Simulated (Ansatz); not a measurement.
**Decaying states in the gap of Cs2SrCaBr6**

Wanted: the relaxed cell of Cs2SrCaBr6, its band edges and its decay constants. It is built by putting Ca for part of the Sr in the CsSrBr3 structure of space group P2_1, with the volume rescaled by atomic radii. The parent structure comes from the Materials Project.

Method: PBE DFT, plane waves, PAW files, in the first sound run; inputs show where later runs differ, in Ansatz 0.2.0.

The structure was built from a prototype and need not be the compound's stable phase.

## Step 1: The starting structure

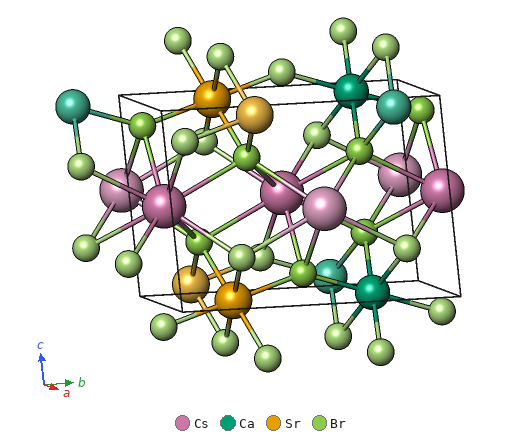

The cell as given, slightly off an axis (caesium pink, calcium teal, strontium orange, bromine green). Some periodic images of atoms are drawn too.

## Step 2: Cell and atoms at rest

The substituted atoms don't fit the parent's cell, so cell and atoms relax together. A small smearing keeps the run stable in case the gap closes on the way.

The input, input.yaml:

```yaml
crystal:
  lattice:
    - [4.5201575692, 0.0, 0.0]
    - [0.0, 11.4620088902, 0.0]
    - [-2.2572626868, 0.0, 7.4959250794]
  atoms:
    - { symbol: Cs, position: [0.75328249, 0.01038661, 0.50604141] }
    - { symbol: Cs, position: [0.24671751, 0.51038661, 0.49395859] }
    - { symbol: Ca, position: [0.49901139, 0.75921782, 0.00023736] }
    - { symbol: Sr, position: [0.50098861, 0.25921782, 0.99976264] }
    - { symbol: Br, position: [0.86676591, 0.71238783, 0.73534228] }
    - { symbol: Br, position: [0.13323409, 0.21238783, 0.26465772] }
    - { symbol: Br, position: [0.86823776, 0.30659747, 0.73518611] }
    - { symbol: Br, position: [0.13176224, 0.80659747, 0.26481389] }
    - { symbol: Br, position: [0.43814168, 0.00911227, 0.88092481] }
    - { symbol: Br, position: [0.56185832, 0.50911227, 0.11907519] }
kpoints:
  mp_grid: { grid: [6, 2, 4] }
scf:
  occupations: { method: gaussian, width: 0.03 }
hamiltonian:
  xc: pbe
output:
  forces: true
  stress: true
relax:
  f_tol: 0.02
  max_steps: 60
  cell: {}
```

The run is started by

```sh
$ ansatz run input.yaml --threads 2 --pin off --max-ram 4096MiB --backend cpu --events-out ev --progress --plain --runs-dir out
```

Numbers of over 12 decimals in the logs are rounded to 6 here.

Output:

```text
Engine: ansatz 0.2.0, aarch64-unknown-linux-gnu
Pseudopotentials: kind: paw
Pseudopotential: Cs, paw, valence charge 9, recommended cutoff 420 eV (normal), Cs.paw.azcp
Pseudopotential: Ca, paw, valence charge 10, recommended cutoff 420 eV (normal), Ca.paw.azcp
Pseudopotential: Sr, paw, valence charge 10, recommended cutoff 420 eV (normal), Sr.paw.azcp
Pseudopotential: Br, paw, valence charge 7, recommended cutoff 420 eV (normal), Br.paw.azcp
Functional definition: PBE
  parameter kappa = 0.804
  parameter beta = 0.066725
  exchange = pbe_x(kappa = kappa, mu = beta*pi^2/3)
  correlation = pbe_c(beta = beta)
Crystal: 10 atoms, lattice volume = 388.365 Å³
Basis set: ecut = 420 eV, 7613 PW (Γ), exchange–correlation on 64×160×108 points (8 copies of the dense FFT grid, shifted against one another)
Bands: 50, of which v1, the nominal top of the filled ones, is band 40 counted from 1 (39 counted from 0)
Symmetry: 1 space group operations
Space group: P1 (ITA 1), of the structure as read, at distance tolerance 7.3e-5 Å
k-points: 28 of 48 (time reversal used)
Non-local potential: Cs, projectors of the file, l = 0: 3, l = 1: 2, l = 2: 2, l = 3: 2
Non-local potential: Ca, projectors of the file, l = 0: 3, l = 1: 2, l = 2: 2
Non-local potential: Sr, projectors of the file, l = 0: 3, l = 1: 2, l = 2: 2
Non-local potential: Br, projectors of the file, l = 0: 2, l = 1: 2, l = 2: 2
PAW form: soft (Blöchl's): semilocal exchange-correlation on the pseudo side does not see the compensation charge
PAW one-centre angular grid: Cs, 194 points (default); XC on 64 Gauss nodes
PAW one-centre angular grid: Ca, 110 points (default); XC on 64 Gauss nodes
PAW one-centre angular grid: Sr, 110 points (default); XC on 64 Gauss nodes
PAW one-centre angular grid: Br, 110 points (default); XC on 64 Gauss nodes
Initial density: superposition of atomic densities (neutral atoms: chi_scale 0, normalization atom), corrected by the library's trained network
Initial wavefunctions: pseudopotential atomic-orbital guess
Functional: x = pbe(κ = 0.804, μ = 0.219515), c = pbe(β = 0.066725)
SCF iter   1: F=—  HF=-33421.686485 eV  |F-HF|=—  |Δ(HF+E_count)|=         —  Δρ=6.64e-4  dr2=7.22e-3  ethr=1.77e-3  ⟨swp⟩=13.6  Hψ=8690  notcnv=0  defer=3
preconditioner: auto → Resta (q_TF=auto, 2.097 Å⁻¹)  ε∞=2.9  [insulator: Δε(μ)=4.406 eV  Ē_g=11.110 eV  σ=0.030 eV  W_gap=1.00  n_scr=62 (ndim 8)  ℏωp=15.3 eV  f_vac=0.028  D(μ)=0.00/eV (n_scr^D=0)  ε∞_Penn≈2.9]
SCF iter   2: F=—  HF=-33421.690003 eV  |F-HF|=—  |Δ(HF+E_count)|=   3.52e-3  Δρ=3.71e-4  dr2=1.01e-3  ethr=9.03e-6  ⟨swp⟩=3.2  Hψ=3579  notcnv=0  defer=99
SCF iter   3: F=—  HF=-33421.689966 eV  |F-HF|=—  |Δ(HF+E_count)|=   3.74e-5  Δρ=1.99e-4  dr2=2.45e-4  ethr=1.26e-6  ⟨swp⟩=2.2  Hψ=1971  notcnv=0  defer=99
SCF iter   4: F=—  HF=-33421.690102 eV  |F-HF|=—  |Δ(HF+E_count)|=   1.36e-4  Δρ=4.58e-5  dr2=1.99e-5  ethr=3.06e-7  ⟨swp⟩=2.0  Hψ=2342  notcnv=0  defer=99
SCF iter   5: F=—  HF=-33421.690292 eV  |F-HF|=—  |Δ(HF+E_count)|=   1.90e-4  Δρ=1.72e-5  dr2=4.47e-6  ethr=2.49e-8  ⟨swp⟩=2.2  Hψ=2047  notcnv=0  defer=104
SCF iter   6: F=—  HF=-33421.690291 eV  |F-HF|=—  |Δ(HF+E_count)|=   6.73e-7  Δρ=5.85e-6  dr2=4.87e-7  ethr=5.59e-9  ⟨swp⟩=2.0  Hψ=1739  notcnv=0  defer=106
SCF iter   7: F=-33421.690291 eV  HF=-33421.690291 eV  |F-HF|=2.64e-8  |Δ(HF+E_count)|=   1.20e-7  Δρ=1.35e-6  dr2=3.29e-8  ethr=1.25e-10  ⟨swp⟩=5.0  Hψ=5644  notcnv=0
SCF 1 converged in 7 iterations: F = -33421.690291 eV  dr2 = 3.29e-8
  greatest PAW one-centre occupation: 0.995 electrons in one spin orbital (limit 2), on the Ca atom at site 2 (counted from 0), in its partial waves of l = 0
relax step   1: F+E_penalty+E_count = -33421.69029106 eV  Δ(F+E_penalty+E_count) = +0.000e0 eV  max|allowed force component| = 4.161e-1 eV/Å  Δτ_max = 0.0000 Å  P = -0.023 GPa  Ω = 388.365 Å³  (7 SCF iters, dr2 threshold 1.00e-7 eV, accepted)
Crystal: 10 atoms, lattice volume = 390.600 Å³
Basis set: ecut = 420 eV, 7639 PW (Γ), exchange–correlation on 64×160×108 points (8 copies of the dense FFT grid, shifted against one another)
Initial density: handed on by an earlier stage of this run
Initial wavefunctions: those handed on with the density
iter 1 solved again at ethr=4.13e-5 eV; its pass at ethr=3.10e-3 eV (dr2=3.31e-2 eV) is discarded
SCF iter   1: F=—  HF=-33421.794224 eV  |F-HF|=—  |Δ(HF+E_count)|=         —  Δρ=2.16e-3  dr2=3.30e-2  ethr=4.13e-5  ⟨swp⟩=3.1  Hψ=8214  notcnv=0
preconditioner: auto → Resta (q_TF=auto, 2.095 Å⁻¹)  ε∞=2.9  [insulator: Δε(μ)=4.377 eV  Ē_g=11.173 eV  σ=0.030 eV  W_gap=1.00  n_scr=62 (ndim 8)  ℏωp=15.3 eV  f_vac=0.032  D(μ)=0.00/eV (n_scr^D=0)  ε∞_Penn≈2.9]
SCF iter   2: F=—  HF=-33421.786184 eV  |F-HF|=—  |Δ(HF+E_count)|=   8.04e-3  Δρ=9.92e-4  dr2=5.74e-3  ethr=4.13e-5  ⟨swp⟩=3.9  Hψ=2713  notcnv=0  defer=2
SCF iter   3: F=—  HF=-33421.784807 eV  |F-HF|=—  |Δ(HF+E_count)|=   1.38e-3  Δρ=2.05e-4  dr2=2.49e-4  ethr=7.17e-6  ⟨swp⟩=3.5  Hψ=2664  notcnv=0  defer=4
SCF iter   4: F=—  HF=-33421.784947 eV  |F-HF|=—  |Δ(HF+E_count)|=   1.41e-4  Δρ=3.48e-5  dr2=6.83e-6  ethr=3.12e-7  ⟨swp⟩=2.0  Hψ=2215  notcnv=0  defer=5
SCF iter   5: F=-33421.784949 eV  HF=-33421.784949 eV  |F-HF|=1.18e-7  |Δ(HF+E_count)|=   1.96e-6  Δρ=1.04e-5  dr2=7.74e-7  ethr=1.25e-9  ⟨swp⟩=5.1  Hψ=5777  notcnv=0
SCF 2 converged in 5 iterations: F = -33421.784949 eV  dr2 = 7.74e-7
relax step   2: F+E_penalty+E_count = -33421.78494912 eV  Δ(F+E_penalty+E_count) = -9.466e-2 eV  max|allowed force component| = 3.214e-2 eV/Å  Δτ_max = 0.1282 Å  P = +0.026 GPa  Ω = 390.600 Å³  energy of the carried Pulay correction = -8.333e-5 eV  (5 SCF iters, dr2 threshold 1.00e-6 eV, accepted)
Crystal: 10 atoms, lattice volume = 391.787 Å³
Basis set: ecut = 420 eV, 7693 PW (Γ), exchange–correlation on 64×160×108 points (8 copies of the dense FFT grid, shifted against one another)
iter 1 solved again at ethr=3.52e-6 eV; its pass at ethr=3.10e-3 eV (dr2=2.81e-3 eV) is discarded
SCF iter   1: F=—  HF=-33421.791101 eV  |F-HF|=—  |Δ(HF+E_count)|=         —  Δρ=5.23e-4  dr2=2.78e-3  ethr=3.52e-6  ⟨swp⟩=2.8  Hψ=8428  notcnv=0
preconditioner: auto → Resta (q_TF=auto, 2.094 Å⁻¹)  ε∞=2.8  [insulator: Δε(μ)=4.385 eV  Ē_g=11.232 eV  σ=0.030 eV  W_gap=1.00  n_scr=62 (ndim 8)  ℏωp=15.2 eV  f_vac=0.035  D(μ)=0.00/eV (n_scr^D=0)  ε∞_Penn≈2.8]
SCF iter   2: F=—  HF=-33421.790453 eV  |F-HF|=—  |Δ(HF+E_count)|=   6.48e-4  Δρ=2.27e-4  dr2=4.04e-4  ethr=3.47e-6  ⟨swp⟩=2.1  Hψ=2060  notcnv=0
SCF iter   3: F=—  HF=-33421.790387 eV  |F-HF|=—  |Δ(HF+E_count)|=   6.64e-5  Δρ=5.92e-5  dr2=2.04e-5  ethr=5.05e-7  ⟨swp⟩=2.0  Hψ=2071  notcnv=0
SCF iter   4: F=—  HF=-33421.790540 eV  |F-HF|=—  |Δ(HF+E_count)|=   1.53e-4  Δρ=9.71e-6  dr2=6.44e-7  ethr=2.55e-8  ⟨swp⟩=2.1  Hψ=2115  notcnv=0
SCF iter   5: F=-33421.790540 eV  HF=-33421.790540 eV  |F-HF|=2.03e-8  |Δ(HF+E_count)|=   5.44e-7  Δρ=2.73e-6  dr2=5.40e-8  ethr=1.45e-10  ⟨swp⟩=5.1  Hψ=5770  notcnv=0
SCF 3 converged in 5 iterations: F = -33421.790540 eV  dr2 = 5.40e-8
relax step   3: F+E_penalty+E_count = -33421.79054039 eV  Δ(F+E_penalty+E_count) = -5.591e-3 eV  max|allowed force component| = 1.629e-2 eV/Å  Δτ_max = 0.0201 Å  P = +0.027 GPa  Ω = 391.787 Å³  energy of the carried Pulay correction = -1.274e-4 eV  (5 SCF iters, dr2 threshold 1.16e-7 eV, accepted)
[...]
relax step   4: F+E_penalty+E_count = -33421.79310270 eV  Δ(F+E_penalty+E_count) = -2.562e-3 eV  max|allowed force component| = 8.782e-3 eV/Å  Δτ_max = 0.0198 Å  P = +0.009 GPa  Ω = 393.193 Å³  energy of the carried Pulay correction = -1.794e-4 eV  (5 SCF iters, dr2 threshold 4.90e-8 eV, accepted)
[...]
relax step   5: F+E_penalty+E_count = -33421.79343246 eV  Δ(F+E_penalty+E_count) = -3.298e-4 eV  max|allowed force component| = 6.450e-3 eV/Å  Δτ_max = 0.0077 Å  P = +0.005 GPa  Ω = 393.589 Å³  energy of the carried Pulay correction = -1.940e-4 eV  (7 SCF iters, accepted)
[...]
relax step   6: F+E_penalty+E_count = -33421.79365718 eV  Δ(F+E_penalty+E_count) = -2.247e-4 eV  max|allowed force component| = 5.376e-3 eV/Å  Δτ_max = 0.0170 Å  P = -0.001 GPa  Ω = 394.021 Å³  energy of the carried Pulay correction = -2.100e-4 eV  (7 SCF iters, accepted)
Initial wavefunctions: pseudopotential atomic-orbital guess (no wavefunctions were taken with the density)
iter 1 solved again at ethr=2.73e-6 eV; its pass at ethr=3.10e-3 eV (dr2=2.18e-3 eV) is discarded
SCF iter   1: F=—  HF=-33421.793812 eV  |F-HF|=—  |Δ(HF+E_count)|=         —  Δρ=1.40e-5  dr2=1.09e-7  ethr=2.73e-6  ⟨swp⟩=3.6  Hψ=12404  notcnv=0
eigensolver tolerance schedule: the retry pair's looser diagonalisation over-reported the residual by 20117.83 of it (diagonalisation noise at an unbounded share of the residual, at the tolerance the schedule requests for it); recorded, not acted on — ethr = c·dr2/N_el stays at c = 1.0e-1
preconditioner: auto → Resta (q_TF=auto, 2.092 Å⁻¹)  ε∞=2.8  [insulator: Δε(μ)=4.366 eV  Ē_g=11.233 eV  σ=0.030 eV  W_gap=1.00  n_scr=62 (ndim 8)  ℏωp=15.2 eV  f_vac=0.040  D(μ)=0.00/eV (n_scr^D=0)  ε∞_Penn≈2.8]
SCF iter   2: F=—  HF=-33421.793812 eV  |F-HF|=—  |Δ(HF+E_count)|=   2.81e-7  Δρ=6.98e-6  dr2=2.67e-8  ethr=1.36e-10  ⟨swp⟩=4.1  Hψ=4496  notcnv=0
SCF iter   3: F=—  HF=-33421.793813 eV  |F-HF|=—  |Δ(HF+E_count)|=   4.02e-7  Δρ=2.78e-6  dr2=3.79e-9  ethr=3.33e-11  ⟨swp⟩=2.2  Hψ=2215  notcnv=0
SCF iter   4: F=-33421.793813 eV  HF=-33421.793813 eV  |F-HF|=2.91e-11  |Δ(HF+E_count)|=   7.28e-8  Δρ=1.29e-7  dr2=2.88e-11  ethr=1.00e-12  ⟨swp⟩=4.8  Hψ=7274  notcnv=0
SCF 7 converged in 4 iterations: F = -33421.793813 eV  dr2 = 2.88e-11
relax step   7: F+E_penalty+E_count = -33421.79381269 eV  Δ(F+E_penalty+E_count) = -1.555e-4 eV  max|allowed force component| = 5.369e-3 eV/Å  Δτ_max = 0.0000 Å  P = -0.002 GPa  Ω = 394.021 Å³  stress off target by 7.25e-3 GPa  SCF on the basis re-selected at this cell (its energy is not comparable with the rows above)  (4 SCF iters)
basis re-selected at this cell: Δ(F+E_penalty+E_count) = -1.555e-4 eV, ΔP = -0.001 GPa vs the last step (what re-selecting the basis moved, of the pressure what is left beyond the Pulay correction that the steps carried, after the strain that the cell walked since its last selection, with what the two solves' SCF thresholds leave and, on support functions, any second-order correction that the steps lacked; it is no m [...]
SCF converged after 4 iterations
Free energy (F): -33421.793813 eV
Harris-Foulkes:  -33421.793813 eV  (|F-HF|=2.91e-11)
Internal energy: -33421.793813 eV  (E = F + TS)
E sigma→0 (E₀):  -33421.793813 eV
Fermi energy:    4.072035 eV
--- Per-component energies (eV) ---
  E_band       = -542.983992
  E_kinetic    = 1609.094220
  E_local      = -3736.354524  (includes V_loc(G=0)·N_el)
  E_nonlocal   = 746.872221
  E_hartree    = 1132.535663
  E_xc         = -2249.792822
  E_vxc        = -1211.839831  (∫ρ·V_xc dr)
  E_paw        = -27165.789519  (= ΣΔE_a)
  E_vpaw       = -215.827433  (= ΣTr[D̂ρ^β])
  E_aug_tail   = -0.000011  (compensation charges beyond the density's cutoff)
  E_ewald      = -3758.359041
  E_smearing   = -0.000000  (= −TS)
  E_closure    = 0.000000  (closes the sum)
  Σ components = -33421.793813   (vs F -33421.793813, Δ=0.00e0)
--- Forces (eV/Å), atoms counted from 1 ---
  atom   1  Cs     0.00003309     0.00278350    -0.00217548
  atom   2  Cs    -0.00004056    -0.00134603     0.00227075
  atom   3  Ca    -0.00008879     0.00014701     0.00015409
  atom   4  Sr     0.00027072    -0.00034920    -0.00036990
  atom   5  Br    -0.00017029    -0.00536878     0.00023255
  atom   6  Br    -0.00002611    -0.00462984     0.00118773
  atom   7  Br    -0.00003831     0.00460562    -0.00098164
  atom   8  Br     0.00011750     0.00494029    -0.00038635
  atom   9  Br    -0.00002349    -0.00268471     0.00200363
  atom  10  Br    -0.00003379     0.00190169    -0.00193544
  max |Σ_I F_I| component: 4.43e-7 eV/Å
--- Stress (GPa, compression-positive) ---
        0.000467       0.000088       0.000381
        0.000088      -0.002101      -0.004179
        0.000381      -0.004179      -0.003824
  P = ⅓ Tr σ = -0.0018 GPa (-0.018 kbar)
--- Relaxed structure (6 steps of the walk, 6 accepted, 1 SCFs on fresh bases) ---
  F+E_penalty+E_count = -33421.79381269 eV   max|allowed force component| = 5.369e-3 eV/Å   (the final SCF, on the basis selected at the relaxed cell)
  cell:  # Å, volume = 394.0211 Å³
    - [4.498376, -2.3527437492515434e-5, -0.000891026]
    - [-5.965980025571643e-5, 11.351669, 0.028944]
    - [-2.247863, 0.018940, 7.716704]
  atoms:
    - { symbol: Cs, position: [0.755825, 0.00396663, 0.511672] }
    - { symbol: Cs, position: [0.244181, 0.514981, 0.488320] }
    - { symbol: Ca, position: [0.500038, 0.759564, -2.1549446702809772e-5] }
    - { symbol: Sr, position: [0.499943, 0.259568, 1.000029] }
    - { symbol: Br, position: [0.877827, 0.713005, 0.755548] }
    - { symbol: Br, position: [0.131922, 0.213185, 0.263933] }
    - { symbol: Br, position: [0.867989, 0.305895, 0.736092] }
    - { symbol: Br, position: [0.122243, 0.806097, 0.244430] }
    - { symbol: Br, position: [0.441854, 0.00255575, 0.883676] }
    - { symbol: Br, position: [0.558179, 0.516587, 0.116322] }
```

Run time: 2.5 min. Hardware: 2 threads of Arm Neoverse V1, shared host; peak memory 0.81 GiB.

Step by step:

```tsv
step	energy less that of the first step (eV)	largest force component (eV/Å)	pressure (GPa)	volume (Å³)
1	0.0000	0.4161	-0.02	388.36
2	-0.0947	0.0321	0.03	390.60
3	-0.1002	0.0163	0.03	391.79
4	-0.1028	0.0088	0.01	393.19
5	-0.1031	0.0065	0.00	393.59
6	-0.1034	0.0054	0.00	394.02
7*	-0.1035	0.0054	0.00	394.02
```

Relaxation steps marked * repeat the geometry before them on a plane-wave basis chosen anew for their cell, so energy and pressure can jump there.

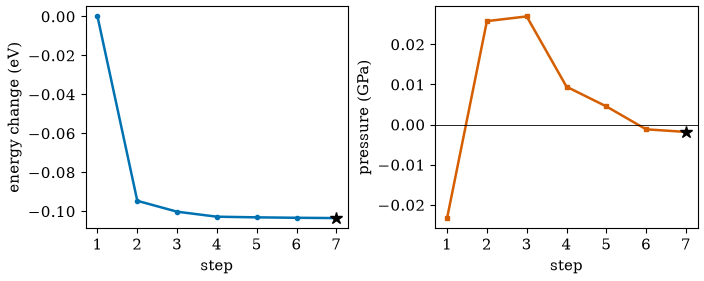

Energy and pressure along the relaxation. Stars mark steps on a basis chosen anew.

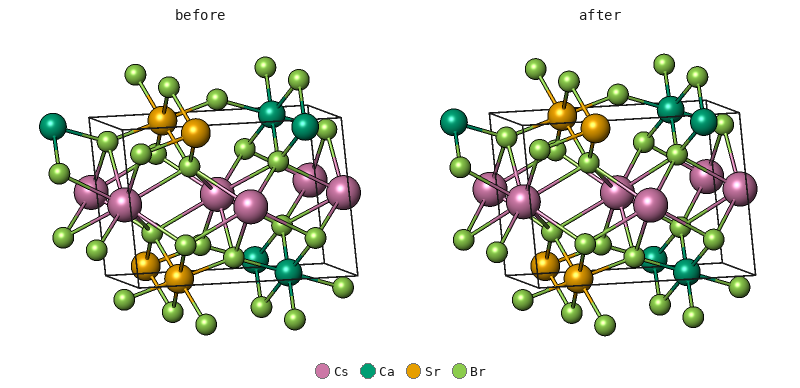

Before and after, at one scale.

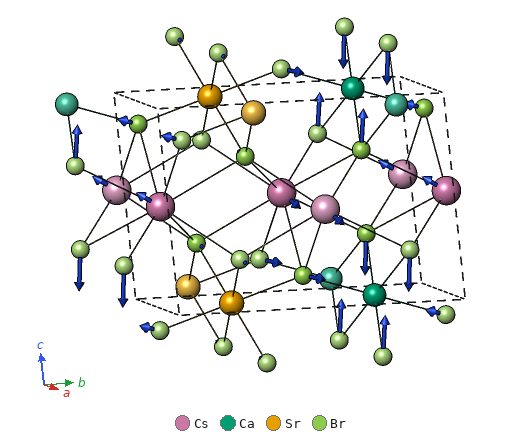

Displacements in the relaxation, exaggerated, measured against the changing cell; the longest in the cell stands for 0.16 Å. Some periodic images of atoms are drawn too.

```tsv
cell as run	before	after	change
a (Å)	4.520	4.498	-0.5 %
b (Å)	11.462	11.352	-1.0 %
c (Å)	7.828	8.037	+2.7 %
α (°)	90.00	89.72	-0.3 %
β (°)	106.76	106.25	-0.5 %
volume (Å³/atom)	38.84	39.40	+1.5 %
```

The atoms that moved most (Å, as changes of fractional coordinates times the final cell):

```tsv
atom	dx	dy	dz	length
Br8	0.003	-0.006	-0.157	0.157
Br5	0.004	0.007	0.156	0.156
Br10	-0.010	0.085	-0.021	0.088
Cs1	-0.001	-0.073	0.043	0.085
Br9	0.011	-0.074	0.021	0.078
Cs2	0.001	0.052	-0.043	0.068
Br6	-0.004	0.009	-0.006	0.011
Br7	-0.003	-0.008	0.007	0.011
```

Numbers from this step:

```yaml
free_energy: -33421.7938 eV
fermi_energy: 4.072 eV
pressure: -0.001819 GPa
```

The largest force component on a free atom ends at 0.0054 eV/Å.

## Step 3: The bulk crystal and its band edges

The energy window and the wavevectors of the next steps follow from the band edges, so these are searched first, off the mesh as well.

The input, input.yaml:

```yaml
crystal:
  lattice:
    - [4.498375673, -2.35274e-05, -0.0008910262]
    - [-5.96598e-05, 11.351668955, 0.0289438118]
    - [-2.2478629269, 0.0189404244, 7.7167038407]
  atoms:
    - { symbol: Cs, position: [0.7558252875, 0.0039666272, 0.5116723981] }
    - { symbol: Cs, position: [0.2441810157, 0.5149806911, 0.4883195651] }
    - { symbol: Ca, position: [0.5000375886, 0.7595641908, -2.15494e-05] }
    - { symbol: Sr, position: [0.4999426259, 0.2595676553, 1.000028866] }
    - { symbol: Br, position: [0.8778266098, 0.7130051002, 0.7555477346] }
    - { symbol: Br, position: [0.1319216554, 0.2131853005, 0.2639333597] }
    - { symbol: Br, position: [0.8679889079, 0.3058951342, 0.7360915704] }
    - { symbol: Br, position: [0.1222433338, 0.8060967663, 0.2444300674] }
    - { symbol: Br, position: [0.4418536644, 0.0025557462, 0.8836763635] }
    - { symbol: Br, position: [0.558179311, 0.5165867882, 0.1163216246] }
kpoints:
  mp_grid: { grid: [6, 2, 4] }
  band_path: { path: [VBM, CBM], npoints: 30 }
scf:
  occupations: { method: fixed }
hamiltonian:
  xc: pbe
output:
  eigenvalues: true
  write_potential: true
  write_density: true
  volumetric_format: npy
```

Output:

```text
[...]
Crystal: 10 atoms, lattice volume = 394.021 Å³
Basis set: ecut = 420 eV, 7729 PW (Γ)
Bands: 50, of which v1, the nominal top of the filled ones, is band 40 counted from 1 (39 counted from 0)
Symmetry: 1 space group operations
[...]
k-points: 28 of 48 (time reversal used)
[...]
SCF iter   1: F=—  HF=-33421.792869 eV  |F-HF|=—  |Δ(HF+E_count)|=         —  Δρ=4.75e-4  dr2=2.87e-3  ethr=1.77e-3  ⟨swp⟩=9.1  Hψ=6731  notcnv=0  defer=207
[...]
SCF iter   6: F=-33421.794204 eV  HF=-33421.794204 eV  |F-HF|=2.93e-9  |Δ(HF+E_count)|=   4.10e-7  Δρ=1.55e-6  dr2=1.77e-8  ethr=1.25e-10  ⟨swp⟩=20.9  Hψ=9574  notcnv=0
SCF 1 converged in 6 iterations: F = -33421.794204 eV  dr2 = 1.77e-8
[...]
NSCF: frozen V_eff on 112 k-points
[...]
SCF converged after 6 iterations
Free energy (F): -33421.794204 eV
[...]
Internal energy: -33421.794204 eV  (E = F + TS)
E sigma→0 (E₀):  -33421.794204 eV
Fermi energy:    1.888954 eV
[...]
--- Band table (eV; the first three rows and the last of 28) ---
  k-point 0: bands = [... 36 lower, 1.6606, 1.7210, 1.8036, 1.8890, 6.2551, 6.9396, 7.1558, 7.5962, ... 6 higher]
  k-point 1: bands = [... 36 lower, 1.6538, 1.6674, 1.7601, 1.8599, 6.5258, 6.8985, 6.9664, 7.6506, ... 6 higher]
  k-point 2: bands = [... 36 lower, 1.6761, 1.6985, 1.7224, 1.8283, 6.5042, 6.8552, 7.4517, 7.5770, ... 6 higher]
  k-point 27: bands = [... 36 lower, 1.3700, 1.4230, 1.6518, 1.7398, 7.2154, 7.4195, 7.4653, 7.6796, ... 6 higher]
```

Wall time 4 min (2 threads); peak memory 1.3 GiB; 7.9 min of CPU time.

Numbers from this step:

| Item | Value |
| --- | --- |
| free energy | -33421.7942 eV |
| Fermi energy | 1.889 eV |
| gap on the k-mesh | 4.366 eV |
| gap on path | 4.366 eV, by band count; negative where bands overlap |
| direct gap on path | 4.366 eV |
| edge places on path | 0, 0 1/A along the path |

Levels at VBM (eV): -6.41, -6.40, -6.38, -6.36, -6.25, -6.25, -1.92, -1.72, -1.27, -1.23, -1.07, -0.99, -0.95, -0.95, -0.78, -0.75, -0.57, -0.54, -0.35, -0.32, -0.23, -0.17, -0.09, 0.00, 4.37, 5.05, 5.27, 5.71, 5.80, 5.80, 5.98, 6.17, 6.18, 6.38.

The searched edges give 4.37 eV, as on the mesh.

[end of part 1 of 2]

[Logs are printed without paths, hosts, clocks, repeated set-up lines and the standing remarks that a program may print on its own settings, such as how far it seeks lower states.]

[Hosts, paths, dates, database ids (printed as entryN), source tags and the programs' standing remarks are cut or masked in the printed files.]
